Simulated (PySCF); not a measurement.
# [LaI4]−: other functionals and bases at one geometry

How far do other levels of theory move the description of [LaI4]−, and what does each cost? It is a constructed species; whether it can be made isn't addressed.

The runs use PySCF 2.14.0; several levels, as the steps say, no spin–orbit coupling.

1 further run of the same task is left out (for a known fault of the program). Runs told in other sessions of the task aren't counted.

### Step 1. Starting geometry

5 atoms, charge -1, spin multiplicity 1.

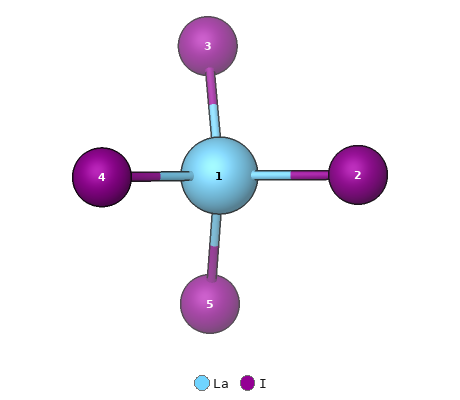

The structure; lanthanum blue, iodine purple; atoms are numbered from 1 in the order of the file.

Geometry (Å):

```xyz
5
charge -1, multiplicity 1
La    0.00000    0.00000    0.00000
I     1.76110    1.76110    1.76110
I    -1.76110   -1.76110    1.76110
I     1.76110   -1.76110   -1.76110
I    -1.76110    1.76110   -1.76110
```

Formal oxidation states: La +3. An earlier session relaxed this geometry at PBE0, La def2-SVP with ECP46, I def2-SVP with ECP28 (singlet, point group Td).

At PBE0 on the finer grid: E = -1222.880493 Eh, HOMO -4.02 eV, LUMO 1.83 eV, Mulliken charge on La1 +0.86 e, largest force component 0.010 eV/Å. 

Levels to run: M06-L; TPSS; PBE0, TZVP. Hardware: 4 threads of Intel Xeon 6975P-C (Granite Rapids), shared host.

### Step 2. M06-L

File run.py (the lines that set the calculation):

```python
mol = gto.M(atom='''
La     0.00000     0.00000     0.00000
I      1.76110     1.76110     1.76110
I     -1.76110    -1.76110     1.76110
I      1.76110    -1.76110    -1.76110
I     -1.76110     1.76110    -1.76110''',
    basis={'La': 'def2-SVP', 'I': 'def2-SVP'},
    ecp={'La': 'def2-SVP', 'I': 'def2-SVP'},
    charge=-1, spin=0)
mf = dft.RKS(mol, xc='M06L')
mf.grids.atom_grid = (75, 302)  # f atoms: unpruned, at least (60, 302)
mf = mf.density_fit()  # fitting sets: La def2-universal-JKFIT, I def2-universal-JKFIT
mf.conv_tol = 1e-08; mf.max_cycle = 55
mf.kernel(dm0)  # dm0: the density of the relaxed state
```

Started as:

```
> OMP_NUM_THREADS=4 python run.py
```

Output:

```text
init E= -1223.47907879303
  HOMO = -0.100920706934531  LUMO = 0.0534376439853067  gap/eV = 4.20030
cycle= 1 E= -1223.47984164469  delta_E= -0.000763  |g|= 0.0938  |ddm|= 0.34
  HOMO = -0.111352662851592  LUMO = 0.070428231154994  gap/eV = 4.94651
cycle= 2 E= -1223.46966146738  delta_E= 0.0102  |g|= 0.181  |ddm|= 0.459
  HOMO = -0.109176513866373  LUMO = 0.0525070055770452  gap/eV = 4.39963
cycle= 3 E= -1223.48316780491  delta_E= -0.0135  |g|= 0.0188  |ddm|= 0.314
  HOMO = -0.107508749275856  LUMO = 0.055078177484463  gap/eV = 4.42422
cycle= 4 E= -1223.48329854445  delta_E= -0.000131  |g|= 0.00157  |ddm|= 0.0347
  HOMO = -0.10739430212691  LUMO = 0.0549592154521286  gap/eV = 4.41786
cycle= 5 E= -1223.48329956203  delta_E= -1.02e-06  |g|= 0.000319  |ddm|= 0.00347
  HOMO = -0.107393725086915  LUMO = 0.0550000338992441  gap/eV = 4.41896
cycle= 6 E= -1223.48329960859  delta_E= -4.66e-08  |g|= 3.89e-05  |ddm|= 0.000646
  HOMO = -0.107396863418217  LUMO = 0.0549914083628095  gap/eV = 4.41881
cycle= 7 E= -1223.48329960919  delta_E= -5.97e-10  |g|= 2.8e-06  |ddm|= 0.000109
  HOMO = -0.107396838775308  LUMO = 0.0549911284700837  gap/eV = 4.41880
Extra cycle  E= -1223.48329960919  delta_E= 1.59e-12  |g|= 3.2e-06  |ddm|= 1.19e-05
converged SCF energy = -1223.48329960919
```

Run time: 7.3 s. Hardware: 4 threads of Intel Xeon 6975P-C (Granite Rapids), shared host.

Result: E = -1223.483300 Eh, HOMO -2.92 eV, LUMO 1.50 eV, Mulliken charge on La1 +0.87 e, largest force component 0.133 eV/Å. 

### Step 3. TPSS

run.py (the lines that set the calculation), as its differences from that of step 2:

```diff
@@ -9,3 +9,3 @@
     charge=-1, spin=0)
-mf = dft.RKS(mol, xc='M06L')
+mf = dft.RKS(mol, xc='TPSS')
 mf.grids.atom_grid = (75, 302)  # f atoms: unpruned, at least (60, 302)
```

Started as:

```
> OMP_NUM_THREADS=4 python run.py
```

Output:

```text
init E= -1222.38620295336
  HOMO = -0.109790524280717  LUMO = 0.0426714244121207  gap/eV = 4.14870
cycle= 1 E= -1222.3869125951  delta_E= -0.00071  |g|= 0.0658  |ddm|= 0.18
  HOMO = -0.112387035963364  LUMO = 0.05641017740807  gap/eV = 4.59321
cycle= 2 E= -1222.38252135751  delta_E= 0.00439  |g|= 0.117  |ddm|= 0.282
  HOMO = -0.111249143888384  LUMO = 0.044300845868694  gap/eV = 4.23273
cycle= 3 E= -1222.38785046479  delta_E= -0.00533  |g|= 0.024  |ddm|= 0.224
  HOMO = -0.110385624772829  LUMO = 0.0467560539356277  gap/eV = 4.27604
cycle= 4 E= -1222.38808789387  delta_E= -0.000237  |g|= 0.00218  |ddm|= 0.037
  HOMO = -0.110651687446366  LUMO = 0.0466112222665633  gap/eV = 4.27934
cycle= 5 E= -1222.38808946023  delta_E= -1.57e-06  |g|= 0.000176  |ddm|= 0.00413
  HOMO = -0.110643901229184  LUMO = 0.0466380847460506  gap/eV = 4.27986
cycle= 6 E= -1222.38808947357  delta_E= -1.33e-08  |g|= 2.04e-05  |ddm|= 0.000351
  HOMO = -0.110644285313708  LUMO = 0.0466358301448334  gap/eV = 4.27981
cycle= 7 E= -1222.38808947371  delta_E= -1.41e-10  |g|= 2.55e-06  |ddm|= 4.27e-05
  HOMO = -0.110644330493172  LUMO = 0.0466366960139523  gap/eV = 4.27983
Extra cycle  E= -1222.38808947369  delta_E= 1.36e-11  |g|= 6.32e-06  |ddm|= 1.49e-05
converged SCF energy = -1222.38808947369
```

It took 7.8 s on 4 threads of Intel Xeon 6975P-C (Granite Rapids), shared host.

Result: E = -1222.388089 Eh, HOMO -3.01 eV, LUMO 1.27 eV, Mulliken charge on La1 +0.85 e, largest force component 0.074 eV/Å. 

### Step 4. PBE0, TZVP

Basis: La def2-TZVP with ECP46, I def2-TZVP with ECP28. 

File run.py (the lines that set the calculation):

```python
mol = gto.M(atom='''
La     0.00000     0.00000     0.00000
I      1.76110     1.76110     1.76110
I     -1.76110    -1.76110     1.76110
I      1.76110    -1.76110    -1.76110
I     -1.76110     1.76110    -1.76110''',
    basis={'La': 'def2-TZVP', 'I': 'def2-TZVP'},
    ecp={'La': 'def2-TZVP', 'I': 'def2-TZVP'},
    charge=-1, spin=0)
mf = dft.RKS(mol, xc='PBE0')
mf.grids.atom_grid = (75, 302)  # f atoms: unpruned, at least (60, 302)
mf = mf.density_fit()  # fitting sets: La def2-universal-JKFIT, I def2-universal-JKFIT
mf.conv_tol = 1e-08; mf.max_cycle = 55
mf.kernel(dm0)  # dm0: free metal ions and neutral atoms
```

Started as:

```
> OMP_NUM_THREADS=4 python run.py
```

Output:

```text
init E= -1227.24248096387
  HOMO = -0.0900737516640742  LUMO = 0.0692996272155419  gap/eV = 4.33677
cycle= 1 E= -1222.61508865353  delta_E= 4.63  |g|= 1.48  |ddm|= 3.19
  HOMO = -0.212630735217704  LUMO = 0.0899112768944413  gap/eV = 8.23259
cycle= 2 E= -1222.5703999326  delta_E= 0.0447  |g|= 1.38  |ddm|= 3.23
  HOMO = -0.157823335350384  LUMO = 0.0237381601928553  gap/eV = 4.94054
cycle= 3 E= -1222.87212255966  delta_E= -0.302  |g|=  0.4  |ddm|= 1.87
  HOMO = -0.148836514417379  LUMO = 0.0643846785664269  gap/eV = 5.80204
cycle= 4 E= -1222.91521053509  delta_E= -0.0431  |g|= 0.0165  |ddm|= 0.411
  HOMO = -0.15059923165543  LUMO = 0.0639460544909519  gap/eV = 5.83807
cycle= 5 E= -1222.91527361112  delta_E= -6.31e-05  |g|= 0.00435  |ddm|= 0.0256
  HOMO = -0.150294685986685  LUMO = 0.0635899778773617  gap/eV = 5.82010
cycle= 6 E= -1222.91527984785  delta_E= -6.24e-06  |g|= 0.00101  |ddm|= 0.00968
  HOMO = -0.150238360212822  LUMO = 0.0638253599417789  gap/eV = 5.82497
cycle= 7 E= -1222.91528010583  delta_E= -2.58e-07  |g|= 0.000523  |ddm|= 0.00171
  HOMO = -0.150259095101888  LUMO = 0.0637748182646566  gap/eV = 5.82416
cycle= 8 E= -1222.9152801874  delta_E= -8.16e-08  |g|= 3.88e-05  |ddm|= 0.000552
  HOMO = -0.150259456751879  LUMO = 0.0637705464775589  gap/eV = 5.82405
cycle= 9 E= -1222.91528018803  delta_E= -6.33e-10  |g|= 3.61e-06  |ddm|= 7.48e-05
  HOMO = -0.150259859490868  LUMO = 0.0637713468023657  gap/eV = 5.82409
Extra cycle  E= -1222.91528018803  delta_E= 3.18e-12  |g|= 6.31e-06  |ddm|= 1.3e-05
converged SCF energy = -1222.91528018803
```

Run time: 16 s. Hardware: 4 threads of Intel Xeon 6975P-C (Granite Rapids), shared host.

It gives: E = -1222.915280 Eh, HOMO -4.09 eV, LUMO 1.74 eV, Mulliken charge on La1 +1.25 e, largest force component 0.008 eV/Å. 

### Step 5. All levels side by side

| level | state | HOMO (eV) | gap (eV) | charge on La1 (e) | dipole (D) | largest force component (eV/Å) | basis functions | time |
| --- | --- | --- | --- | --- | --- | --- | --- | --- |
| PBE0 (relaxed here) | singlet | -4.02 | 5.85 | 0.86 | 0.00 | 0.01 | 136 | 13 s |
| M06-L | singlet | -2.92 | 4.42 | 0.87 | 0.00 | 0.13 | 136 | 7.3 s |
| TPSS | singlet | -3.01 | 4.28 | 0.85 | 0.00 | 0.07 | 136 | 7.8 s |
| PBE0, TZVP | singlet | -4.09 | 5.82 | 1.25 | 0.00 | 0.01 | 240 | 16 s |

Times are on 4 threads of Intel Xeon 6975P-C (Granite Rapids), shared host; the first row also made further properties. The dipole of a charged species depends on the origin, so these sizes hold for this origin alone.

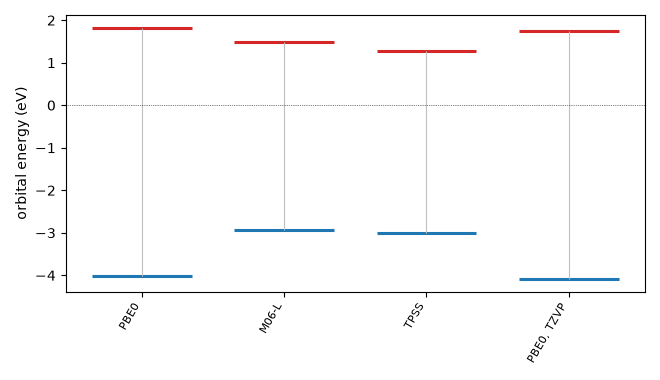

Highest filled and lowest empty level, method by method.

In one basis the HOMO–LUMO gap runs from 4.28 eV (TPSS) to 5.85 eV (PBE0). The largest leftover force, 0.13 eV/Å with M06-L, stands at a geometry relaxed at another level. The Mulliken charge on La spans +0.85 to +1.25 e over the levels. Total energies of different levels can't be compared. Spin–orbit coupling is left out throughout.
